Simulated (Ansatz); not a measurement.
# C4H5F3: small, medium and large basis sets

How large a basis does C4H5F3 need? Two functionals are run in growing sets.

Program: Ansatz 0.2.0, Gaussian basis. Level of theory: one geometry, several basis sets. These are calculated values, not measurements.

Levels to be run: PBE0-D4/def2-SVP; ωB97M-V/def2-SVP; PBE0-D4/def2-QZVPP; ωB97M-V/def2-QZVPP; the functionals' def2-TZVPP values are taken from earlier runs.

### 1 Structure used throughout

All runs share one geometry, relaxed beforehand with PBE0-D4 in a triple-zeta def2 set.

SMILES `FC/C=C/C(F)F`, 12 atoms, charge 0, spin multiplicity 1.

Atoms are counted from 1 here; the program's logs count them from 0.

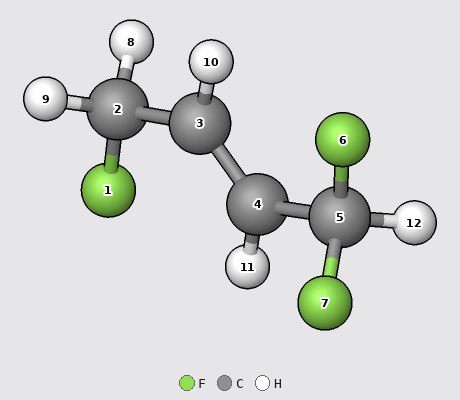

The structure; fluorine green, carbon grey, hydrogen white; atoms are numbered from 1 in the order of the file.

### 2 PBE0-D4 in def2-SVP

The input, in.yaml:

```yaml
crystal:
  periodic: [false, false, false]
  atoms:
    - {symbol: F, position_ang: [0.925964, -2.278753, 0.454441]}
    - {symbol: C, position_ang: [0.348362, -1.389203, 1.330395]}
    - {symbol: C, position_ang: [-0.086417, -0.143337, 0.651979]}
    - {symbol: C, position_ang: [0.067131, 0.097465, -0.639189]}
    - {symbol: C, position_ang: [-0.379399, 1.354651, -1.297211]}
    - {symbol: F, position_ang: [-0.857198, 2.251883, -0.399187]}
    - {symbol: F, position_ang: [0.671760, 1.941093, -1.936187]}
    - {symbol: H, position_ang: [-0.507136, -1.885791, 1.804075]}
    - {symbol: H, position_ang: [1.079960, -1.159985, 2.114576]}
    - {symbol: H, position_ang: [-0.555869, 0.598287, 1.292394]}
    - {symbol: H, position_ang: [0.531123, -0.632013, -1.294024]}
    - {symbol: H, position_ang: [-1.161281, 1.190605, -2.048064]}
basis:
  gaussian: {orbitals: def2-SVP}
hamiltonian: {xc: pbe0, dispersion: d4}
output: {orbitals: {seedname: orbitals}}
```

Run with:

```console
$ ansatz run in.yaml --threads 4 --pin off --events-out ev --progress --plain --max-ram 11315MiB
```

Output:

```text
Functional definition: PBE0
  name "PBE0"
  cite "Adamo & Barone, J. Chem. Phys. 110, 6158 (1999) doi:10.1063/1.478522"
  cite "Perdew, Burke & Ernzerhof, Phys. Rev. Lett. 77, 3865 (1996) doi:10.1103/PhysRevLett.77.3865"
  parent pbe
  parameter a = 0.25
  parameter kappa = 0.804
  parameter beta = 0.06672455060314922
  exchange = (1 - a)*pbe_x(kappa = kappa, mu = beta*pi^2/3) + a*exact_x
  correlation = pbe_c(beta = beta)
1366 factors; their error is unknown
mean field evaluation 1: about -12353.4013 eV, gradient 4.2e1 eV
mean field evaluation 2: about -12353.7934 eV, gradient 4.0e1 eV
mean field evaluation 4: about -12357.1792 eV, gradient 2.2e0 eV
mean field evaluation 8: about -12357.1848 eV, gradient 4.9e-2 eV
mean field evaluation 16: about -12357.1792 eV, gradient 5.9e-5 eV
mean field -12357.17915106 eV, -454.1179578047 hartree, gradient 5.9e-5 eV, S^2 0.000000; 0 other end points of the search recorded, 0 dependent functions left out
reference -12357.17917355 eV, -454.1179586310 hartree; 28, 28 occupied and 95, 95 virtual orbitals, 1366 factors
Total energy: -12357.35596025 eV, -454.1244554226 hartree
```

Wall time 1.6 s (4 threads of Arm Neoverse V1, shared host).

### 3 ωB97M-V in def2-SVP

in.yaml, as its differences from that of step 2:

```diff
@@ -17,3 +17,3 @@
   gaussian: {orbitals: def2-SVP}
-hamiltonian: {xc: pbe0, dispersion: d4}
+hamiltonian: {xc: {name: wB97M-V}}
 output: {orbitals: {seedname: orbitals}}
```

Same command.

Output (excerpt; [...] marks lines left out):

```text
Functional definition: wB97M-V
  name "wB97M-V"
  cite "Mardirossian & Head-Gordon, J. Chem. Phys. 144, 214110 (2016) doi:10.1063/1.4952647"
  cite "Becke, J. Chem. Phys. 107, 8554 (1997) doi:10.1063/1.475007"
  cite "Vydrov & Van Voorhis, J. Chem. Phys. 133, 244103 (2010) doi:10.1063/1.3521275"
  # Of w^i u^j: cxij and so on, Table III.
[...]
  gx(w, u) = 1 - cx + cx01*u + cx10*w
  gss(w, u) = css00 + css04*u^4 + css10*w + css20*w^2 + css43*w^4*u^3
  gos(w, u) = cos00 + cos10*w + (cos20 + cos21*u)*w^2 + (cos60 + cos61*u)*w^6
[...]
      + integral(e_c_pw_mod_opposite_spin*gos(b97_w_opposite, b97_u_opposite)) + vv10(b, c)
1366 factors; their error is unknown
286 factors; integrals over basis functions are off by at most 6.6e-6 eV
[...]
mean field -12365.81130930 eV, -454.4351837687 hartree, gradient 1.9e-5 eV, S^2 0.000000; 0 other end points of the search recorded, 0 dependent functions left out
reference -12365.81134460 eV, -454.4351850659 hartree; 28, 28 occupied and 95, 95 virtual orbitals, 1366 factors
Total energy: -12365.81134460 eV, -454.4351850659 hartree
```

Run time: 6.5 s. Hardware: 4 threads of Arm Neoverse V1, shared host.

### 4 PBE0-D4 in def2-QZVPP

in.yaml, as its differences from that of step 3:

```diff
@@ -16,4 +16,4 @@
 basis:
-  gaussian: {orbitals: def2-SVP}
-hamiltonian: {xc: {name: wB97M-V}}
+  gaussian: {orbitals: "def2-QZVPP.json"}
+hamiltonian: {xc: pbe0, dispersion: d4}
 output: {orbitals: {seedname: orbitals}}
```

Launched as before.

Output:

```text
Functional definition: PBE0
  name "PBE0"
  cite "Adamo & Barone, J. Chem. Phys. 110, 6158 (1999) doi:10.1063/1.478522"
  cite "Perdew, Burke & Ernzerhof, Phys. Rev. Lett. 77, 3865 (1996) doi:10.1103/PhysRevLett.77.3865"
  parent pbe
  parameter a = 0.25
  parameter kappa = 0.804
  parameter beta = 0.06672455060314922
  exchange = (1 - a)*pbe_x(kappa = kappa, mu = beta*pi^2/3) + a*exact_x
  correlation = pbe_c(beta = beta)
1559 factors; their error is unknown
mean field evaluation 1: about -12366.3751 eV, gradient 5.5e1 eV
mean field evaluation 2: about -12366.0580 eV, gradient 5.5e1 eV
mean field evaluation 4: about -12372.4407 eV, gradient 2.9e0 eV
mean field evaluation 8: about -12372.4569 eV, gradient 5.0e-2 eV
mean field evaluation 16: about -12372.4592 eV, gradient 2.3e-4 eV
mean field -12372.45919249 eV, -454.6794889700 hartree, gradient 4.1e-5 eV, S^2 0.000000; 0 other end points of the search recorded, 0 dependent functions left out
reference -12372.45922794 eV, -454.6794902727 hartree; 28, 28 occupied and 521, 521 virtual orbitals, 1559 factors
Total energy: -12372.63601464 eV, -454.6859870643 hartree
```

It took 14 s on 4 threads of Arm Neoverse V1, shared host; peak memory 2.1 GiB.

### 5 ωB97M-V in def2-QZVPP

in.yaml, as its differences from that of step 4:

```diff
@@ -17,3 +17,3 @@
   gaussian: {orbitals: "def2-QZVPP.json"}
-hamiltonian: {xc: pbe0, dispersion: d4}
+hamiltonian: {xc: {name: wB97M-V}}
 output: {orbitals: {seedname: orbitals}}
```

Launched as before.

Output (excerpt; [...] marks lines left out):

```text
Functional definition: wB97M-V
  name "wB97M-V"
  cite "Mardirossian & Head-Gordon, J. Chem. Phys. 144, 214110 (2016) doi:10.1063/1.4952647"
  cite "Becke, J. Chem. Phys. 107, 8554 (1997) doi:10.1063/1.475007"
  cite "Vydrov & Van Voorhis, J. Chem. Phys. 133, 244103 (2010) doi:10.1063/1.3521275"
  # Of w^i u^j: cxij and so on, Table III.
[...]
  gx(w, u) = 1 - cx + cx01*u + cx10*w
  gss(w, u) = css00 + css04*u^4 + css10*w + css20*w^2 + css43*w^4*u^3
  gos(w, u) = cos00 + cos10*w + (cos20 + cos21*u)*w^2 + (cos60 + cos61*u)*w^6
[...]
      + integral(e_c_pw_mod_opposite_spin*gos(b97_w_opposite, b97_u_opposite)) + vv10(b, c)
1559 factors; their error is unknown
367 factors; integrals over basis functions are off by at most 5.6e-6 eV
[...]
mean field -12381.48099735 eV, -455.0110341832 hartree, gradient 5.5e-5 eV, S^2 0.000000; 0 other end points of the search recorded, 0 dependent functions left out
reference -12381.48105352 eV, -455.0110362476 hartree; 28, 28 occupied and 521, 521 virtual orbitals, 1559 factors
Total energy: -12381.48105352 eV, -455.0110362476 hartree
```

It took 31 s on 4 threads of Arm Neoverse V1, shared host; peak memory 2.5 GiB.

### 6 Functionals by basis

The def2-TZVPP values come from earlier runs at the same geometry.

| functional | basis | functions | energy (eV) | from the largest (eV) | HOMO (eV) | LUMO (eV) |
| --- | --- | --- | --- | --- | --- | --- |
| PBE0-D4 | def2-SVP | 123 | -12357.3560 | 15.280 | -8.06 | -0.24 |
| PBE0-D4 | def2-TZVPP | 287 | -12371.9932 | 0.643 | -8.13 | -0.43 |
| PBE0-D4 | def2-QZVPP | 549 | -12372.6360 | 0.000 | -8.16 | -0.49 |
| ωB97M-V | def2-SVP | 123 | -12365.8113 | 15.670 | -10.30 | 1.97 |
| ωB97M-V | def2-TZVPP | 287 | -12380.8694 | 0.612 | -10.38 | 1.71 |
| ωB97M-V | def2-QZVPP | 549 | -12381.4811 | 0.000 | -10.41 | 1.56 |

### 7 Summary of results

```
                                       quantity           value
PBE0-D4: double and triple zeta above quadruple  15.28, 0.64 eV
ωB97M-V: double and triple zeta above quadruple  15.67, 0.61 eV
```

**Reading.** PBE0-D4 gains 14.64 eV from double to triple zeta, then 0.64 eV more. These are total energies; as a rule much of such shifts cancels in differences, which this series doesn't test.

For PBE0-D4 the largest set took about 9 times as long as the smallest (14 s against 1.6 s).
